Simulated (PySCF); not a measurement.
# CH8GeSi: geometry, electronic excitations

What electronic excitations should CH8GeSi (`[SiH3][CH2][GeH3]`) show?

Computed with PySCF 2.14.0, with density-fitted response routines of our own, on a single molecule in the gas phase. Atoms count from 0, in the outputs and in this text.

## 1. Starting geometry

11 atoms, charge 0, multiplicity 1; geometry from: GFN2-xTB. The atoms were then displaced at random by about 0.01 Å, so the start is not that level's minimum.

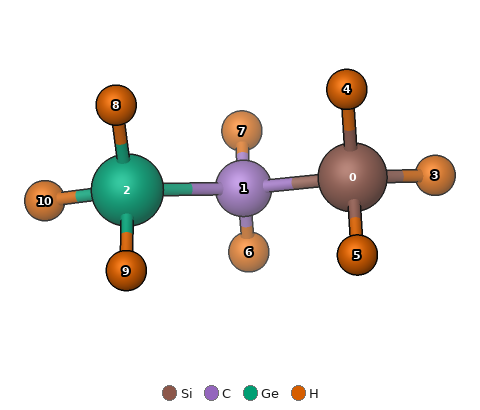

As it starts; silicon brown, carbon purple, germanium teal, hydrogen orange, atoms numbered; sticks join atoms by distance.

## 2. Relaxing the molecule at PBE0-D3(BJ)/def2-SVP

What the job is given:

```
{"job": {"xc": "PBE0", "basis": "def2-SVP", "d3": "d3bj", "grid": 1, "shake": 0.01, "kind": "geom"}, "charge": 0, "multiplicity": 1}
Si     1.517420     0.648350     0.009210
C      0.247870    -0.761060    -0.137100
Ge    -1.631820    -0.184840     0.064340
H      2.881570     0.134180    -0.170620
H      1.222830     1.657090    -1.050670
H      1.376130     1.304390     1.322150
H      0.483310    -1.512050     0.622160
H      0.379360    -1.240690    -1.108030
H     -2.009340     0.821310    -0.948950
H     -1.856870     0.447990     1.416580
H     -2.572350    -1.340490    -0.034750
```

Command:

```
> OMP_NUM_THREADS=1 python probes_run.py task.json out
```

This one command runs all jobs of the session in turn.

Standard output:

```text
step   0  E = -2408.58180059  max force = 0.019363
step   1  E = -2408.58526059  max force = 0.004781
step   2  E = -2408.58563192  max force = 0.001104
step   3  E = -2408.58564973  max force = 0.000287
step   4  E = -2408.58565438  max force = 0.000226
optimisation converged
```

Wall time 17 s (1 thread of Arm Neoverse V2, shared host); peak memory 0.43 GiB.

Step by step:

```tsv
step	energy from step 0 (eV)	largest force component (eV/Å)
0	0.0000	0.9957
1	-0.0942	0.2458
2	-0.1043	0.0568
3	-0.1047	0.0148
4	-0.1049	0.0116
```

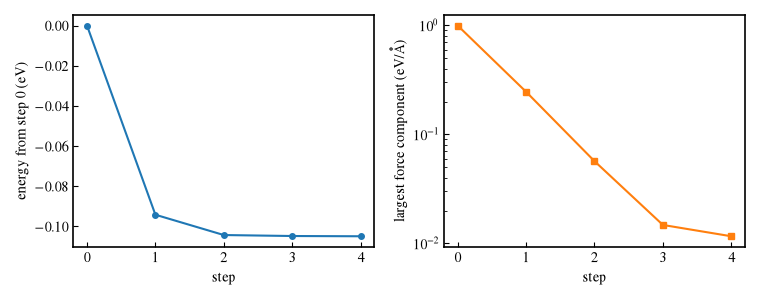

Energy and force, step by step.

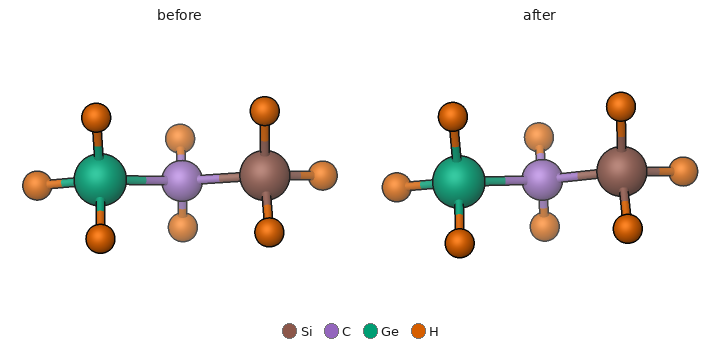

Before and after, at one scale.

Close pairs (by a distance rule), those that changed most:

```tsv
bond	before (Å)	after (Å)	change (Å)
Ge2–H8	1.477	1.540	+0.063
Ge2–H10	1.493	1.541	+0.048
Ge2–H9	1.510	1.541	+0.031
Si0–H3	1.469	1.496	+0.027
Si0–C1	1.903	1.880	-0.023
Si0–H5	1.475	1.496	+0.021
C1–Ge2	1.976	1.960	-0.017
C1–H7	1.091	1.103	+0.012
```

The end geometry stands in the next job.

```tsv
at the end point	value
rotational constants (GHz, main isotopes)	17.297, 1.968, 1.868
dipole moment (D)	0.81
```

## 3. Ultraviolet spectrum: PBE0/def2-TZVPD

What the job is given:

```
{"job": {"kind": "uv", "xc": "PBE0", "basis": "def2-TZVPD"}, "charge": 0, "multiplicity": 1}
Si     1.588294     0.700945    -0.035374
C      0.395545    -0.748706    -0.133953
Ge    -1.488829    -0.269000     0.108492
H      3.004348     0.248472    -0.205046
H      1.279900     1.698674    -1.106414
H      1.466984     1.383804     1.290047
H      0.663590    -1.493196     0.633765
H      0.502981    -1.241036    -1.114557
H     -1.910832     0.758987    -0.958144
H     -1.695308     0.350287     1.503977
H     -2.378599    -1.520153    -0.022709
```

Method: TDDFT PBE0/def2-TZVPD, vertical, gas phase, core orbitals frozen in the response.

Standard output:

```text
coarse grid: 38784 points
cycle   1  E = -2408.9392706764  dE = -7.642e-01  |g| = 6.808e-01  |ddm| = 2.661e+00
cycle   2  E = -2408.9125742051  dE =  2.670e-02  |g| = 8.062e-01  |ddm| = 1.034e+00
cycle   3  E = -2408.9851653423  dE = -7.259e-02  |g| = 4.512e-02  |ddm| = 5.615e-01
cycle   4  E = -2408.9856157511  dE = -4.504e-04  |g| = 2.375e-02  |ddm| = 5.359e-02
cycle   5  E = -2408.9857503173  dE = -1.346e-04  |g| = 4.063e-03  |ddm| = 1.787e-02
cycle   6  E = -2408.9857532612  dE = -2.944e-06  |g| = 4.795e-04  |ddm| = 4.003e-03
final grid: 79152 points
cycle   7  E = -2408.9857403805  dE = -1.093e-07  |g| = 4.167e-04  |ddm| = 9.070e-03
cycle   8  E = -2408.9857403898  dE = -9.308e-09  |g| = 4.315e-04  |ddm| = 9.524e-04
cycle   9  E = -2408.9857404275  dE = -3.770e-08  |g| = 6.677e-05  |ddm| = 3.903e-04
cycle  10  E = -2408.9857404280  dE = -4.711e-10  |g| = 3.332e-06  |ddm| = 5.537e-05
converged SCF energy = -2408.9857404280

Static polarisability (au): isotropic 74.643, principal 66.301 68.956 88.670

Singlet excitations
state   eV       nm        f      main configurations
  1   7.4057    167.4   0.03199   H->L 0.99
  2   7.8155    158.6   0.00071   H-1->L 0.97
  3   8.0283    154.4   0.30702   H->L+1 0.86
  4   8.1389    152.3   0.01697   H->L+2 0.73, H->L+3 0.18
  5   8.1619    151.9   0.02017   H-2->L 0.89
  6   8.2018    151.2   0.00006   H-3->L 0.90
  7   8.3582    148.3   0.05852   H->L+3 0.47, H-1->L+1 0.35, H->L+2 0.14
  8   8.3868    147.8   0.04840   H-1->L+1 0.52, H->L+3 0.25, H-1->L+2 0.14
  9   8.4868    146.1   0.00429   H->L+4 0.88
 10   8.4997    145.9   0.12372   H-4->L 0.73, H-1->L+3 0.12

Triplet excitations (Tamm-Dancoff, eV): 7.0163 7.3508 7.4633 7.7442
```

Wall time 20 s (1 thread of Arm Neoverse V2, shared host); peak memory 0.81 GiB.

Frontier orbitals and where they lie:

```tsv
orbital	eV	atoms
HOMO−3	-9.46	Si0 37 %, H4 21 %, H5 20 %
HOMO−2	-9.36	Ge2 34 %, H9 21 %, H8 20 %
HOMO−1	-9.04	C1 24 %, Ge2 20 %, Si0 14 %
HOMO	-8.62	C1 33 %, Ge2 20 %, Si0 19 %
LUMO	-0.04	Si0 23 %, C1 19 %, Ge2 19 %
LUMO+1	0.40	Ge2 28 %, Si0 20 %, H10 14 %
LUMO+2	0.70	Si0 42 %, Ge2 16 %, H5 10 %
```

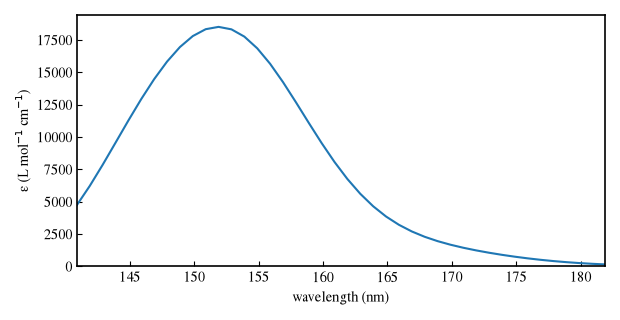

Absorption spectrum: each of the 10 states is a Gaussian band of 0.4 eV half-width at 1/e. Beyond the last state computed it falls off for lack of states.

Further results of this job:

```tsv
property	computed
dipole moment (D)	0.83
polarisability (Å³)	11.06
HOMO–LUMO gap (eV)	8.57
−ε(HOMO) (eV)	8.62
```

## 4. What came out

| quantity | value |
| --- | --- |
| rotational constants (main isotopes) | 17.30, 1.97, 1.87 GHz |
| lowest singlet (PBE0/def2-TZVPD) | 7.41 eV (167 nm), f = 0.032 |
| brightest single state of those computed | state 3, 8.03 eV, f = 0.307 |
| lowest triplet | 7.02 eV |

What this shows: The optimisation took 4 steps and gained 0.105 eV; among the close pairs (by a distance rule), Ge2–H8 changed most, from 1.477 to 1.540 Å. No frequency check was run at this level, so the end point may be a saddle. The first singlet state (HOMO→LUMO 0.99) lies at 7.41 eV and is weak; of the 10 states computed, the strongest absorption comes from state 3 at 8.03 eV (the last state computed is bright too, and its partners may lie past the list). The lowest triplet lies 0.39 eV below the lowest singlet (triplets in Tamm-Dancoff, singlets in full TDDFT).
